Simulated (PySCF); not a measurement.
# ZrSCl₂: relaxation and vibrations of the singlet

Aim: relax ZrSCl₂ as a singlet from a trigonal planar start, check by its vibrations whether the end is a minimum, and collect its spectrum and constants.

Program: PySCF 2.14.0. Level of theory: B3LYP, basis Zr def2-SVP with ECP28, S def2-SVP, Cl def2-SVP, scalar-relativistic core potentials, no spin–orbit coupling, density fitting. These are calculated values, not measurements.

## Step 1: The system as given

4 atoms, charge 0, spin multiplicity 1.

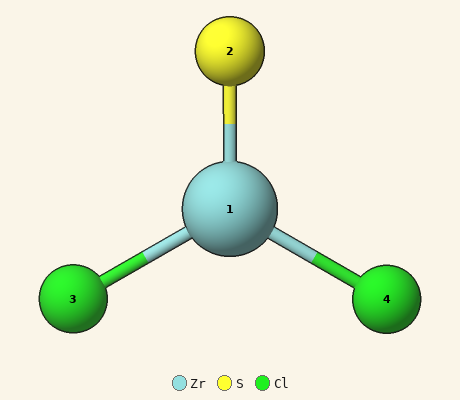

The starting geometry (zirconium light teal, sulfur yellow, chlorine green); atoms are numbered from 1 in the order of the file.

Coordinates in bohr (charge 0 multiplicity 1):
```
Zr   -0.0877   -0.1520    0.0000
S    -2.1758   -3.7688    0.0000
Cl    4.6932   -0.1519    0.0000
Cl   -2.4783    3.9884    0.0000
```

## Step 2: Relaxing the singlet from the trigonal planar start

The steps below are one call of a driver around PySCF. For each, scf.py gives the equivalent set-up of the SCF; relaxations use the driver's own optimiser. Before each start the driver seeks the lowest SCF state from one or more starting densities and follows internal instabilities, so scf.py alone need not reach the same state.

The program finds C2v symmetry in the start, which this walk keeps. Threshold on the gradient: 0.0003 Eh/bohr, with a further test on the energy change.

The input, scf.py:

```python
from pyscf import gto, scf, dft
mol = gto.M(atom='''
Zr    -0.046429    -0.080421    -0.000000
S     -1.151383    -1.994347    -0.000000
Cl     2.483552    -0.080381     0.000000
Cl    -1.311473     2.110576     0.000000''',
    basis={'Zr': 'def2-SVP', 'S': 'def2-SVP', 'Cl': 'def2-SVP'},
    ecp={'Zr': 'def2-SVP'},
    charge=0, spin=0)
mf = dft.RKS(mol, xc='B3LYP')
mf.grids.atom_grid = (50, 194)
aux = {'Zr': 'def2-universal-JKFIT', 'S': 'def2-universal-JKFIT', 'Cl': 'def2-universal-JKFIT'}
mf = mf.density_fit(auxbasis=aux)
mf.kernel()
```

The optimiser's trace:

| step | energy (Eh) | change (kJ/mol) | largest symmetric gradient (Eh/bohr) |
| --- | --- | --- | --- |
| 0 | -1365.468287 | 0.00 | 0.03343 |
| 1 | -1365.477327 | -23.73 | 0.01618 |
| 2 | -1365.479404 | -29.19 | 0.00586 |
| 3 | -1365.479645 | -29.82 | 0.00089 |
| 4 | -1365.479687 | -29.93 | 0.00065 |
| 5 | -1365.479725 | -30.03 | 0.00012 |
| 6 | -1365.479725 | -30.03 | 0.00001 |

The walk took 10 s on 4 threads, shared host.

Positions (Å) and forces (eV/Å) along the way:

```
step 0
Zr  -0.046  -0.080   0.000   0.825   1.448   0.000
S   -1.151  -1.994   0.000   0.137   0.232   0.000
Cl   2.484  -0.080   0.000  -1.718  -0.132   0.000
Cl  -1.311   2.111   0.000   0.757  -1.549   0.000
step 1
Zr  -0.027  -0.046   0.000   0.467   0.837   0.000
S   -1.130  -1.957   0.000   0.011   0.015   0.000
Cl   2.412  -0.087   0.000  -0.828  -0.089   0.000
Cl  -1.282   2.046   0.000   0.350  -0.763   0.000
step 3
Zr  -0.005  -0.009   0.000   0.020   0.049   0.000
S   -1.110  -1.923   0.000   0.016   0.024   0.000
Cl   2.370  -0.110   0.000  -0.008  -0.043   0.000
Cl  -1.280   1.997   0.000  -0.028  -0.030   0.000
step 6
Zr   0.006   0.011   0.000  -0.005   0.003   0.000
S   -1.098  -1.902   0.000   0.002  -0.001   0.000
Cl   2.379  -0.142   0.000   0.002   0.001   0.000
Cl  -1.313   1.989   0.000   0.001  -0.003   0.000
```

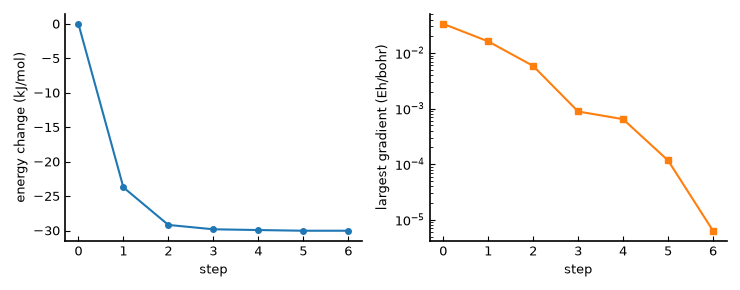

Energy and largest gradient along the walk.

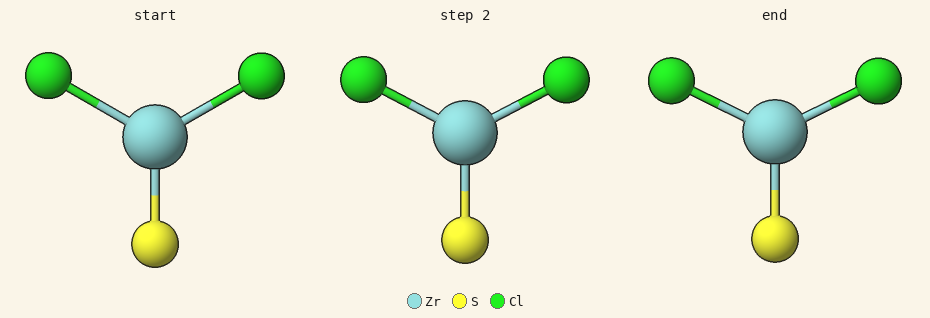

The geometry along the walk, at one scale.

After 6 steps and 30.0 kJ/mol it ends at C2v: Zr–Cl 2.377 Å (×2), Zr–S 2.208 Å; Cl–Zr–Cl 127.4°, Cl–Zr–S 116.3° (×2).

## Step 3: Frequencies

On the finer grid the gradient is checked again; gradients at displacements of ±0.01 bohr then give force constants and infrared intensities.

scf.py, as its differences from that of step 2:

```diff
@@ -3,4 +3,4 @@
-Zr    -0.046429    -0.080421    -0.000000
-S     -1.151383    -1.994347    -0.000000
-Cl     2.483552    -0.080381     0.000000
-Cl    -1.311473     2.110576     0.000000''',
+Zr    -0.008093    -0.014018     0.000000
+S     -1.112114    -1.926327     0.000000
+Cl     2.364458    -0.166896     0.000000
+Cl    -1.326844     1.964179    -0.000000''',
@@ -11 +11 @@
-mf.grids.atom_grid = (50, 194)
+mf.grids.atom_grid = (75, 302)
```

The driver hands on the density of the step before, so the log starts near convergence.

Log of the central SCF (cycles and frontier levels):

```text
init E= -1365.47989581694
  HOMO = -0.267899486497343  LUMO = -0.15154070195257  gap/eV = 3.16628
cycle= 1 E= -1365.47989581691  delta_E= 3.59e-11  |g|= 1.17e-05  |ddm|= 1.76e-05
  HOMO = -0.267899598182611  LUMO = -0.151537173817161  gap/eV = 3.16638
cycle= 2 E= -1365.47989581656  delta_E= 3.43e-10  |g|= 3.46e-05  |ddm|= 4.84e-05
  HOMO = -0.267898965707595  LUMO = -0.151539713893747  gap/eV = 3.16630
cycle= 3 E= -1365.47989581695  delta_E= -3.85e-10  |g|= 3.69e-06  |ddm|= 3.81e-05
  HOMO = -0.267899321999317  LUMO = -0.151539749040268  gap/eV = 3.16631
cycle= 4 E= -1365.47989581695  delta_E= -5.46e-12  |g|= 1.72e-07  |ddm|= 4.79e-06
  HOMO = -0.267899300968854  LUMO = -0.1515397400306  gap/eV = 3.16630
Extra cycle  E= -1365.47989581695  delta_E= 1.36e-12  |g|= 2.25e-07  |ddm|= 4.79e-07
converged SCF energy = -1365.47989581695
```

The whole step took 23 s.

Geometry: C2v; Zr–Cl 2.377 Å (×2), Zr–S 2.208 Å; Cl–Zr–Cl 127.4°, Cl–Zr–S 116.3° (×2).

Modes, for the most abundant isotopes:

```json
{"symmetry": "b1", "ω (cm⁻¹)": "42i", "IR (km/mol)": "40.1", "type": "bend"}
{"symmetry": "a1", "ω (cm⁻¹)": "97", "IR (km/mol)": "1.4", "type": "bend"}
{"symmetry": "b2", "ω (cm⁻¹)": "106", "IR (km/mol)": "1.0", "type": "bend"}
{"symmetry": "a1", "ω (cm⁻¹)": "361", "IR (km/mol)": "24.7", "type": "stretch"}
{"symmetry": "b2", "ω (cm⁻¹)": "421", "IR (km/mol)": "111", "type": "stretch"}
{"symmetry": "a1", "ω (cm⁻¹)": "547", "IR (km/mol)": "84.6", "type": "stretch"}
```

With 1 mode imaginary (up to 42i cm⁻¹) this point is a saddle.

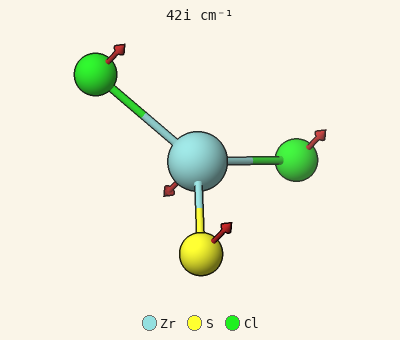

The imaginary mode, as arrows.

Constants and moments:

```yaml
Dipole_moment: 1.83 D
Highest_occupied_level: -7.29 eV
Lowest_empty_level: -4.12 eV
Rotational_constants: 0.07219, 0.05307, 0.03059 cm⁻¹
Zero-point_energy_real_modes: 9.2 kJ/mol
Principal_polarisabilities: 46.6, 78.7, 90.0 bohr³
Atomisation_energy_without_zero-point_energy: 1488 kJ/mol
Principal_traceless_quadrupole_moments_about_the_centre_of_mass: -7.17, -6.81, 13.97 D Å
```

Charges (e) and bond orders:

```
 atom  Mulliken  Löwdin  polar tensor  Mayer order to Zr1
  Zr1      0.69   -0.35          1.88                   –
   S2     -0.21    0.16         -0.67                2.43
Cl3,4     -0.24    0.09         -0.60                1.24
```

Outer orbital energies (eV). occupied: -10.28, -9.73, -9.65, -9.52, -9.29, -8.00, -7.81, -7.29; empty: -4.12, -3.07, -2.54, -1.25.

Mulliken populations on Zr1 (outside its core potential): s 2.29, p 6.48, d 2.47, f 0.07.

## Step 4: Following the imaginary mode

The start is the last point, displaced along its most imaginary mode.

The program finds Cs symmetry in the start, which this walk keeps.

scf.py, as its differences from that of step 3:

```diff
@@ -3,4 +3,4 @@
-Zr    -0.008093    -0.014018     0.000000
-S     -1.112114    -1.926327     0.000000
-Cl     2.364458    -0.166896     0.000000
-Cl    -1.326844     1.964179    -0.000000''',
+Zr    -0.008093    -0.014018    -0.250000
+S     -1.112114    -1.926327     0.227115
+Cl     2.364458    -0.166896     0.217548
+Cl    -1.326844     1.964179     0.217548''',
@@ -11 +11 @@
-mf.grids.atom_grid = (75, 302)
+mf.grids.atom_grid = (50, 194)
```

Steps of the walk:

| step | energy (Eh) | change (kJ/mol) | largest symmetric gradient (Eh/bohr) |
| --- | --- | --- | --- |
| 0 | -1365.477679 | 0.00 | 0.02173 |
| 1 | -1365.480414 | -7.18 | 0.00464 |
| 2 | -1365.480577 | -7.61 | 0.00126 |
| 3 | -1365.480592 | -7.65 | 0.00041 |
| 4 | -1365.480602 | -7.67 | 0.00074 |
| 5 | -1365.480605 | -7.68 | 0.00050 |
| 6 | -1365.480606 | -7.68 | 0.00009 |

The walk took 11 s.

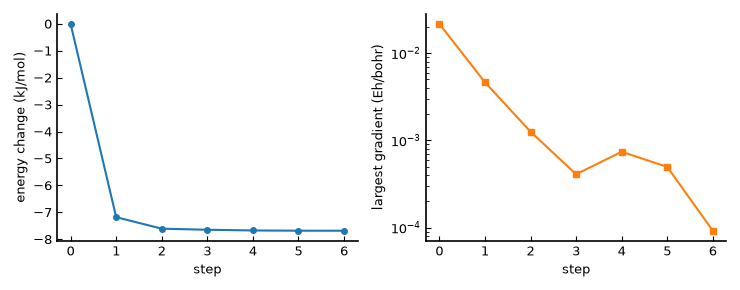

How energy and gradient fall.

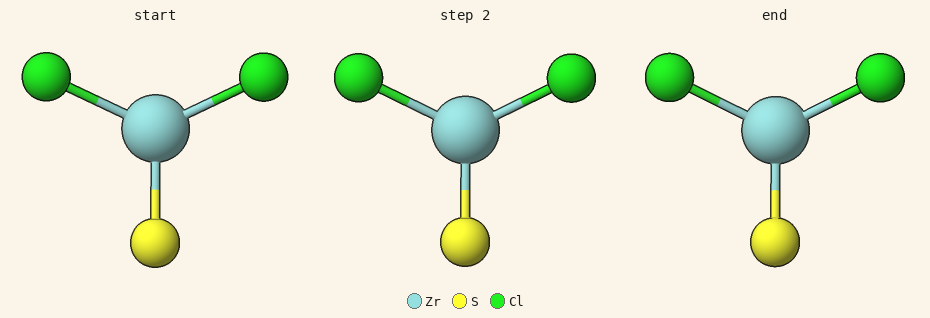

The geometry along the walk, at one scale.

After 6 steps and 7.7 kJ/mol it ends at Cs: Zr–Cl 2.371 Å (×2), Zr–S 2.207 Å; Cl–Zr–Cl 121.4°, Cl–Zr–S 113.9° (×2).

## Step 5: Frequencies

The same treatment as at the point before.

scf.py, as its differences from that of step 4:

```diff
@@ -3,4 +3,4 @@
-Zr    -0.008093    -0.014018    -0.250000
-S     -1.112114    -1.926327     0.227115
-Cl     2.364458    -0.166896     0.217548
-Cl    -1.326844     1.964179     0.217548''',
+Zr    -0.016709    -0.028942    -0.261844
+S     -1.093295    -1.893731     0.219470
+Cl     2.302617    -0.128033     0.214403
+Cl    -1.262267     1.930058     0.214403''',
@@ -11 +11 @@
-mf.grids.atom_grid = (50, 194)
+mf.grids.atom_grid = (75, 302)
```

SCF at the final geometry:

```text
init E= -1365.48050510553
  HOMO = -0.266128821735477  LUMO = -0.145879164502034  gap/eV = 3.27216
cycle= 1 E= -1365.48050510547  delta_E= 5.5e-11  |g|= 1.34e-05  |ddm|= 2.16e-05
  HOMO = -0.266125897163516  LUMO = -0.145881523540496  gap/eV = 3.27202
cycle= 2 E= -1365.48050510494  delta_E= 5.35e-10  |g|= 4.2e-05  |ddm|= 6.18e-05
  HOMO = -0.26612774784841  LUMO = -0.145879293690463  gap/eV = 3.27213
cycle= 3 E= -1365.48050510553  delta_E= -5.89e-10  |g|= 3.79e-06  |ddm|= 4.71e-05
  HOMO = -0.266128008701798  LUMO = -0.145879593829015  gap/eV = 3.27213
cycle= 4 E= -1365.48050510554  delta_E= -1.09e-11  |g|= 2.67e-07  |ddm|= 4.64e-06
  HOMO = -0.266127954936203  LUMO = -0.145879563877642  gap/eV = 3.27213
Extra cycle  E= -1365.48050510553  delta_E= 5.46e-12  |g|= 3.17e-07  |ddm|= 6.22e-07
converged SCF energy = -1365.48050510553
```

The whole step took 34 s.

Geometry: Cs; Zr–Cl 2.370 Å (×2), Zr–S 2.206 Å; Cl–Zr–Cl 120.6°, Cl–Zr–S 113.5° (×2).

Harmonic modes (main isotopes):

```
symmetry  ω (cm⁻¹)  IR (km/mol)     type
      a'        53         26.4     bend
      a'       103          2.6     bend
     a''       115          1.1     bend
      a'       371         31.3  stretch
     a''       418          105  stretch
      a'       546         79.1  stretch
```

Every mode is real; the point is a minimum.

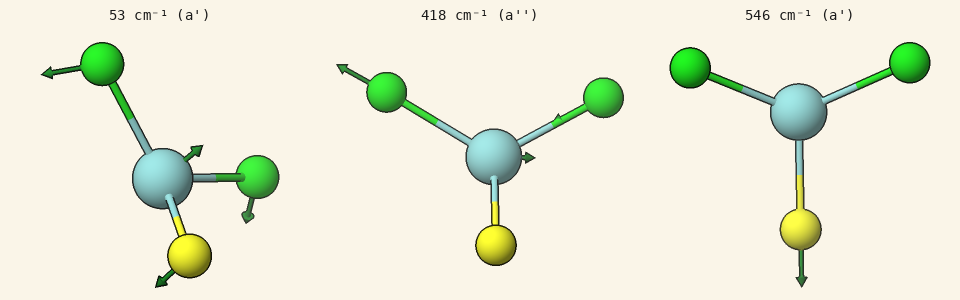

Displacements of 3 of the modes, as arrows (one member where a mode is degenerate).

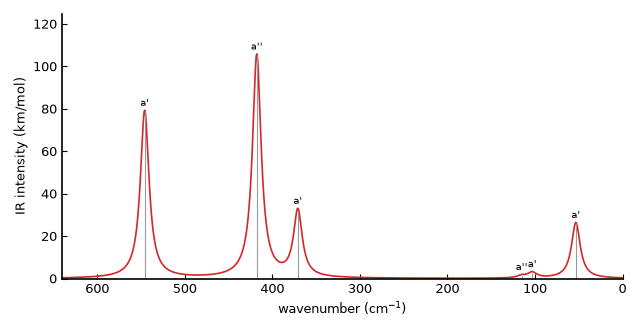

The harmonic infrared spectrum (widths in cm⁻¹). Lines are broadened to a width of 12 cm⁻¹ (Lorentzian).

Constants and moments:

```yaml
Dipole_moment: 3.47 D
Highest_occupied_level: -7.24 eV
Lowest_empty_level: -3.97 eV
Rotational_constants: 0.07036, 0.05488, 0.03211 cm⁻¹
Zero-point_energy: 9.6 kJ/mol
Principal_polarisabilities: 46.5, 77.6, 90.8 bohr³
Atomisation_energy_without_zero-point_energy: 1490 kJ/mol
Principal_traceless_quadrupole_moments_about_the_centre_of_mass: -7.65, -6.19, 13.84 D Å
Entropy_at_298.15_K_and_1_bar: 353.3 J/(mol K)
Heat_capacity_Cp_at_298.15_K: 75.0 J/(mol K)
Enthalpy_at_298.15_K_above_0_K: 18.02 kJ/mol
Rotational_symmetry_number: 1
```

Populations by atom (charges in e):

```
 atom  Mulliken  Löwdin  polar tensor  Mayer order to Zr1
  Zr1      0.68   -0.37          1.80                   –
   S2     -0.20    0.16         -0.64                2.43
Cl3,4     -0.24    0.10         -0.58                1.25
```

Mulliken populations on Zr1 (outside its core potential): s 2.31, p 6.45, d 2.48, f 0.07.

## Step 6: Would spin polarisation lower it?

At the lowest minimum the closed shell is tested against spin polarisation, on the (50, 194) grid. It is stable.

## Step 7: All stationary points

| spin | group | bonds | imaginary modes (cm⁻¹) | ΔE (kJ/mol) | with zero-point energy |
| --- | --- | --- | --- | --- | --- |
| singlet | Cs | Zr–Cl 2.370 Å (×2), Zr–S 2.206 Å | none | 0.0 | 0.0 |
| singlet | C2v | Zr–Cl 2.377 Å (×2), Zr–S 2.208 Å | 42i | 1.6 | – |

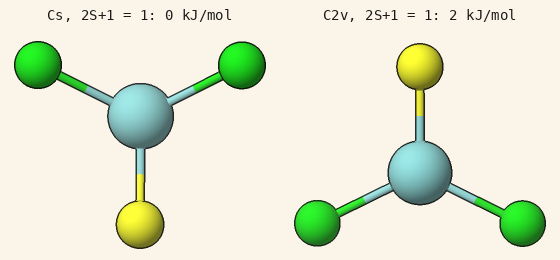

The points, lowest first (zirconium light teal, sulfur yellow, chlorine green).

## Step 8: What came out

```
                                 quantity                                                                   value
                                  minimum                                                             singlet, Cs
                                 geometry  Zr–Cl 2.370 Å (×2), Zr–S 2.206 Å; Cl–Zr–Cl 120.6°, Cl–Zr–S 113.5° (×2)
                       wavenumbers (cm⁻¹)             53 (a'), 103 (a'), 115 (a''), 371 (a'), 418 (a''), 546 (a')
                            dipole moment                                                                  3.47 D
     highest occupied, lowest empty level                                                         -7.24, -3.97 eV
               polar-tensor charge of Zr1                                                                 +1.80 e
                        zero-point energy                                                              9.6 kJ/mol
                      entropy at 298.15 K                                                         353.3 J/(mol K)
atomisation energy (no zero-point energy)                                                             1490 kJ/mol
```

**Reading.** The trigonal planar start (C2v) ends in a minimum of Cs symmetry, after a stop at a saddle point 1.6 kJ/mol higher, from which it was pushed off along an imaginary mode. The strongest infrared band lies at 418 cm⁻¹ (a'', stretch). Other starts or spin states, not run here, may lie lower. Take wavenumbers under 90 cm⁻¹ as rough.

The search up to here took 87 s on 4 threads, shared host.
